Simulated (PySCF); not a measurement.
**Si2H4O3F2 (SMILES O[SiH](O)O[SiH](F)F) at 6 levels**

Wanted: a comparison of 6 runs (HF/STO-3G, HF/def2-SVP, B3LYP/3-21G, BLYP/6-31G*, PBE0/def2-SVP, PBE0/6-311G**) of Si2H4O3F2. The job is set up through a Python script.

The results are computed with PySCF 2.14.0.

**1. Starting point**

The species is Si2H4O3F2 (11 atoms), meant as a singlet with charge 0. As SMILES, `O[SiH](O)O[SiH](F)F`. The coordinates come from a PBE0-D4/def2-TZVP relaxation. This is one conformer, not always the lowest.

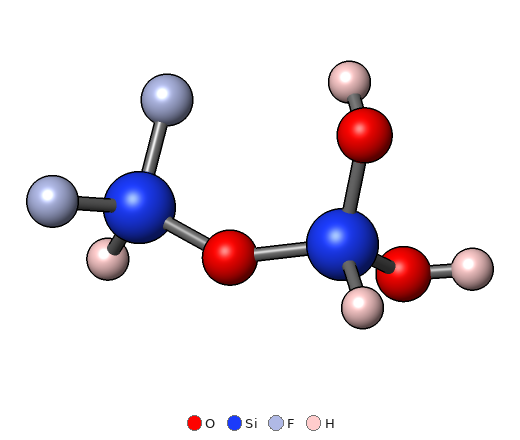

Viewed from a chosen angle; oxygen red, silicon blue, fluorine light blue, hydrogen pink.

**2. Energy and gradient at HF/STO-3G (run 1)**

Input file run.py:

```python
import pyscf.grad
from pyscf import gto

mol = gto.M(
    atom=[
    ('O', (-1.618200, -1.053900, -0.917400)),
    ('Si', (-1.213600, 0.143600, 0.117600)),
    ('O', (-1.082500, -0.361100, 1.661200)),
    ('O', (0.209700, 0.700800, -0.461000)),
    ('Si', (1.799600, 0.502700, -0.466700)),
    ('F', (2.177000, -0.676200, 0.528200)),
    ('F', (2.498500, 1.807400, 0.083100)),
    ('H', (-2.420900, -1.546300, -0.741100)),
    ('H', (-2.192700, 1.239400, 0.135900)),
    ('H', (-0.417200, -1.016700, 1.880400)),
    ('H', (2.325800, 0.203300, -1.799500)),
],
    spin=0,
    verbose=4,
    max_memory=1860,
    basis='sto-3g',
)

hf = mol.RHF()
hf.conv_tol = 1e-10
hf.kernel()
if not hf.converged:
    hf = hf.newton().run(hf.mo_coeff, hf.mo_occ)

energy = hf.e_tot
print(f'total energy: {energy:.8f} hartree')
grad = hf.Gradients().kernel()
dip = hf.dip_moment()
pop, q = hf.mulliken_pop()
```

Started as:

```sh
$ OMP_NUM_THREADS=1 python run.py
```

The log of the run:

```text
PySCF version 2.14.0

[... 65 lines left out ...]
converged SCF energy = -991.275147217595
total energy: -991.27514722 hartree
[... 11 lines left out ...]
Dipole moment(X, Y, Z, Debye): -0.95812, -1.05030, -0.43132
[... 59 lines left out ...]
charge of   10H =     -0.18180
```

It took 6.3 s on 1 thread of Intel Xeon at 2.70GHz, shared host; peak memory 0.12 GiB.

**3. Energy and forces at HF/def2-SVP (run 2)**

Input file job.py:

```python
# O[SiH](O)O[SiH](F)F
import pyscf.grad
from pyscf import gto

mol = gto.Mole()
mol.atom = '''
O     -3.057955    -1.991582    -1.733635
Si    -2.293372     0.271365     0.222232
O     -2.045629    -0.682380     3.139213
O      0.396276     1.324320    -0.871164
Si     3.400751     0.949965    -0.881935
F      4.113934    -1.277833     0.998153
F      4.721481     3.415491     0.157036
H     -4.574838    -2.922084    -1.400476
H     -4.143602     2.342127     0.256814
H     -0.788394    -1.921285     3.553441
H      4.395125     0.384181    -3.400562
'''
mol.max_memory = 1860
mol.charge = 0
mol.verbose = 3
mol.unit = 'bohr'
mol.spin = 0
mol.basis = 'def2-svp'
mol.build()

mf = mol.RHF()
mf.conv_tol = 1e-10
mf.kernel()
if not mf.converged:
    mf = mf.newton().run(mf.mo_coeff, mf.mo_occ)

etot = mf.e_tot
print('E(%s) = %.9f' % ('HF', etot))
grad = mf.Gradients().kernel()
mf.analyze()
```

Started as:

```sh
$ OMP_NUM_THREADS=1 python job.py
```

The log of the run:

```text
converged SCF energy = -1003.47516845779
[... 15 lines left out ...]
MO #6   energy= -20.5668725628972  occ= 2
[... 14 lines left out ...]
MO #21  energy= -0.835746831669488 occ= 2
[... 14 lines left out ...]
MO #36  energy= -0.513087254471331 occ= 2
[... 14 lines left out ...]
MO #51  energy= 0.57605234637993   occ= 0
[... 14 lines left out ...]
MO #66  energy= 1.08775327292047   occ= 0
[... 14 lines left out ...]
MO #81  energy= 1.52969881108575   occ= 0
[... 14 lines left out ...]
MO #96  energy= 2.0234157932469    occ= 0
[... 14 lines left out ...]
MO #111 energy= 3.36001648363117   occ= 0
[... 14 lines left out ...]
MO #126 energy= 4.10456963729115   occ= 0
[... 12 lines left out ...]
Dipole moment(X, Y, Z, Debye): -1.45257, -1.85825, -0.58836
```

It took 33 s on 1 thread of Intel Xeon at 2.70GHz, shared host; peak memory 0.36 GiB.

Runs 3 to 4 aren't shown in full; the table further down has their settings and results.

**4. Energy and gradient at PBE0/def2-SVP (run 5)**

Input file calc.py:

```python
from pyscf import gto, dft

system = gto.M(
    atom='''
O     -1.618200    -1.053900    -0.917400
Si    -1.213600     0.143600     0.117600
O     -1.082500    -0.361100     1.661200
O      0.209700     0.700800    -0.461000
Si     1.799600     0.502700    -0.466700
F      2.177000    -0.676200     0.528200
F      2.498500     1.807400     0.083100
H     -2.420900    -1.546300    -0.741100
H     -2.192700     1.239400     0.135900
H     -0.417200    -1.016700     1.880400
H      2.325800     0.203300    -1.799500
''',
    max_memory=1860,
    verbose=3,
    basis='def2-svp',
)

mf = dft.RKS(system)
mf.xc = 'pbe0'
mf.conv_tol = 1e-10
mf.grids.level = 5
mf.kernel()
if not mf.converged:
    mf = mf.newton().run(mf.mo_coeff, mf.mo_occ)

energy = mf.e_tot
print(f'total energy: {energy:.8f} hartree')
grad = mf.nuc_grad_method().kernel()
dip = mf.dip_moment()
pop, q = mf.mulliken_pop()
```

Started as:

```sh
$ OMP_NUM_THREADS=1 python calc.py
```

The log of the run:

```text
converged SCF energy = -1005.87165786813
total energy: -1005.87165787 hartree
[... 8 lines left out ...]
Dipole moment(X, Y, Z, Debye): -1.35508, -1.83567, -0.39446
[... 138 lines left out ...]
charge of   10H =     -0.11864
```

Wall time 96 s (1 thread of Intel Xeon at 2.70GHz, shared host); peak memory 1.3 GiB.

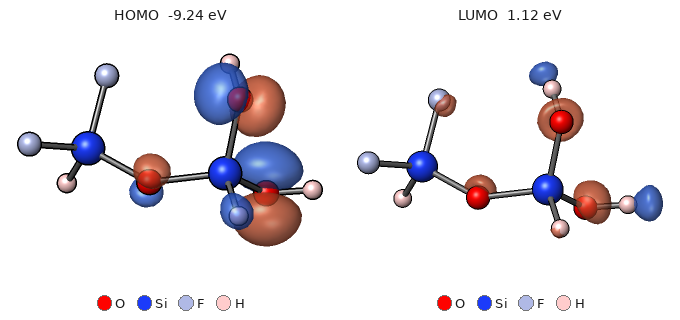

Frontier orbitals of this run, surfaces at ±0.2 Å^-3/2.

**5. Energy and forces at PBE0/6-311G(d,p) (run 6)**

Input file input.py:

```python
import pyscf.grad
from pyscf import gto, dft

mol = gto.M(
    atom='''
O       -1.618200      -1.053900      -0.917400
Si      -1.213600       0.143600       0.117600
O       -1.082500      -0.361100       1.661200
O        0.209700       0.700800      -0.461000
Si       1.799600       0.502700      -0.466700
F        2.177000      -0.676200       0.528200
F        2.498500       1.807400       0.083100
H       -2.420900      -1.546300      -0.741100
H       -2.192700       1.239400       0.135900
H       -0.417200      -1.016700       1.880400
H        2.325800       0.203300      -1.799500
''',
    basis='6-311g**',
    verbose=4,
    max_memory=1860,
)

mf = dft.RKS(mol)
mf.xc = 'pbe0'
mf.grids.level = 5
mf.conv_tol = 1e-10
mf.kernel()
if not mf.converged:
    mf = mf.newton().run(mf.mo_coeff, mf.mo_occ)

energy = mf.e_tot
print('E(%s) = %.9f' % ('PBE0', energy))
grad = mf.Gradients().kernel()
dip = mf.dip_moment()
pop, q = mf.mulliken_pop()
```

Started as:

```sh
$ OMP_NUM_THREADS=1 python input.py
```

The log of the run:

```text
PySCF version 2.14.0

[... 80 lines left out ...]
converged SCF energy = -1006.53013890076
[... 13 lines left out ...]
Dipole moment(X, Y, Z, Debye): -1.43182, -1.82764, -0.51097
[... 178 lines left out ...]
charge of   10H =     -0.16567
```

Wall time 2.4 min (1 thread of Intel Xeon at 2.70GHz, shared host); peak memory 2.1 GiB.

**6. The series**

| run | level | integration grid | energy (Eh) | dipole moment (D) | HOMO energy (eV) | LUMO energy (eV) | wall time |
| --- | --- | --- | --- | --- | --- | --- | --- |
| 1 | HF/STO-3G | – | -991.275147 | 1.49 | -9.34 | 11.44 | 6.3 s |
| 2 | HF/def2-SVP | – | -1003.475168 | 2.43 | -13.48 | 4.31 | 33 s |
| 3 | B3LYP/3-21G | 5 | -1001.635717 | 2.59 | -8.50 | 1.14 | 39 s |
| 4 | BLYP/6-31G* (spherical functions) | 5 | -1006.929987 | 2.21 | -7.18 | 0.28 | 82 s |
| 5 | PBE0/def2-SVP | 5 | -1005.871658 | 2.32 | -9.24 | 1.12 | 96 s |
| 6 | PBE0/6-311G** | 5 | -1006.530139 | 2.38 | -9.39 | 0.70 | 2.4 min |

**7. Summary of results**

| quantity | value |
| --- | --- |
| run 6: total energy | -1006.53014 Eh |
| run 6: dipole moment | 2.38 D |
| run 6: HOMO energy | -9.39 eV |
| run 6: LUMO energy | 0.70 eV |
| run 6: HOMO–LUMO gap | 10.09 eV |
| run 6: largest force on an atom | 0.760 eV/Å |

What this shows: The dipole moment (its size) runs from 1.49 D (HF/STO-3G) to 2.59 D (B3LYP/3-21G). The two ends differ in method and basis. The HOMO–LUMO gap runs from 7.46 eV (BLYP/6-31G*) to 20.78 eV (HF/STO-3G). Totals of different functionals can't be ranked against each other. In run 1 the basis is minimal, so the values are rough. All runs together took 6.7 min, the longest 2.4 min.
